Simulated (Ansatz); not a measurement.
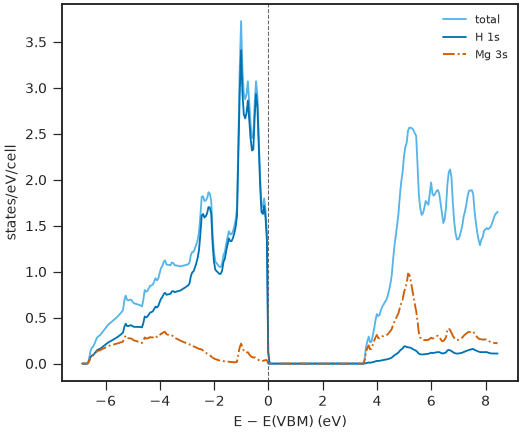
Total and projected density of states of MgH₂ (rutile, P4_2/mnm), the program Ansatz at the PBEsol level (PAW)

Problem. Which orbitals carry the states next to the gap?

Solution. Top 1 eV of the valence band: H 1s 94 %. Bottom 1 eV of the conduction band: Mg 3s 53 %, H 1s 6 %, outside the projected shells 41 %. Projections are on Löwdin-orthogonalised atomic valence shells; empty p or d shells of many metals are not among them.

Problem. Where is the tallest occupied peak in this window, and what makes it?

Solution. Near -1.0 eV, about 3.7 states/eV per cell; the largest projected share is H 1s.

The cell was relaxed with PBEsol under the symmetry of its start; of distortions, only those at the zone centre were tested.

Potentials: the later of the program's two PAW sets.
